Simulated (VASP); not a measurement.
Band structure of SnSb (space group F-43m). These are PBEsol GGA, VASP's PBE PAW potentials (set 64) (plane waves; VASP) values and carry that method's errors.

Unless said otherwise, spin-orbit coupling is left out, though it shifts the bands of the heavy elements here.

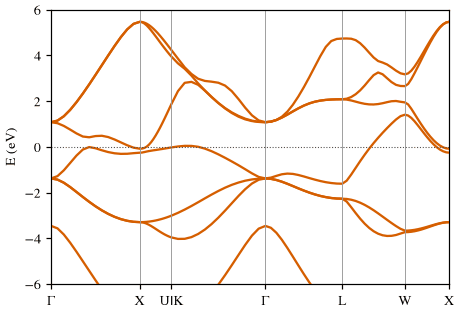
Figure: Bands along high-symmetry lines, zero at the valence-band maximum or, without a gap, the Fermi level

Read the plot: is there a gap, and where are the band edges?

It has no gap at this level: it comes out as a metal or semimetal. (Edges off the drawn lines would not show.)

The structure comes from a computed database's SnSb entry (F-43m); how it stands against other phases isn't given here. It was relaxed first, which changed the volume by -7 %. The electron count is odd and the run is not spin-polarised, which forces a metal.
